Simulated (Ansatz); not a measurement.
## Pressure series in ZnSe

Consider ZnSe in the zinc blende structure (space group F-43m, No. 216; a = 5.568 Å).

Cell and atoms are relaxed at each pressure.

Computed with LDA, PAW, 420 eV (Ansatz, an electronic-structure program; no SOC).

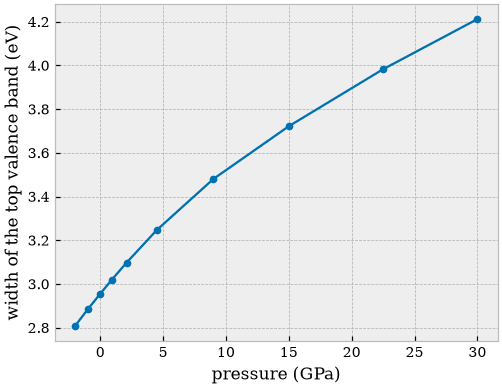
Fig. 1. Width of the top valence band against pressure

Q: From the plot, what is the width of the top valence band for pressure 15 GPa?

A: About 3.7 eV.

Q: Is the trend monotonic over the range shown?

A: Yes, it rises throughout, spanning 2.81 eV to 4.21 eV.

The levels and masses belong to the bands next to the band gap. Load acts through the strain it causes; cell and atoms are relaxed under it. Whether these cells are dynamically stable was not tested. Measured, ZnSe leaves this structure (for rock salt) near 13 GPa (temperature not stated; as listed in M. Köfferlein et al., Hyperfine Interactions (1994)).
